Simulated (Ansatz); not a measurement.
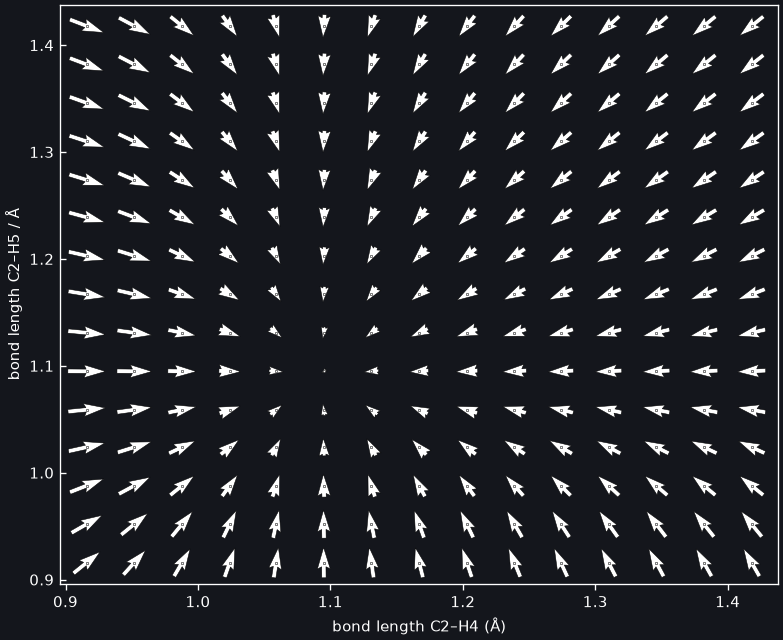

CH2F2, SMILES FCF. The first coordinate is: bond length C2–H4; the second: bond length C2–H5. Nothing is relaxed (all other coordinates rigid). The grid has 15 × 15 points; 120 points were computed and 105 follow by symmetry. Theory: RKS CAM-B3LYP-D4/def2-TZVP in Ansatz.

The picture shows dots at the grid points, arrows along the force (downhill), their lengths compressed.

The arrows alone are given. Where is the energy lowest?

The arrows converge at about bond length C2–H4 = 1.091 Å, bond length C2–H5 = 1.091 Å (read from the interpolated surface).

The energy map of the same scan:

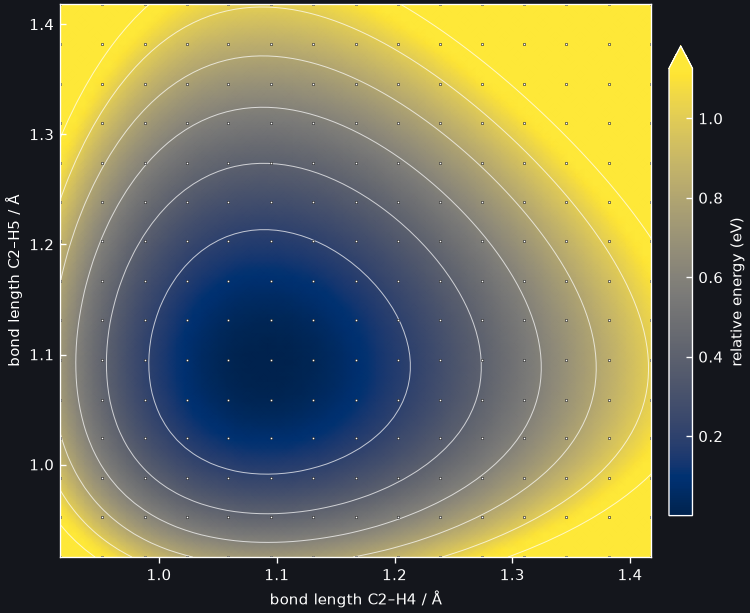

Energies are in eV, from the relaxed molecule at the same level; between grid points the surface is interpolated.
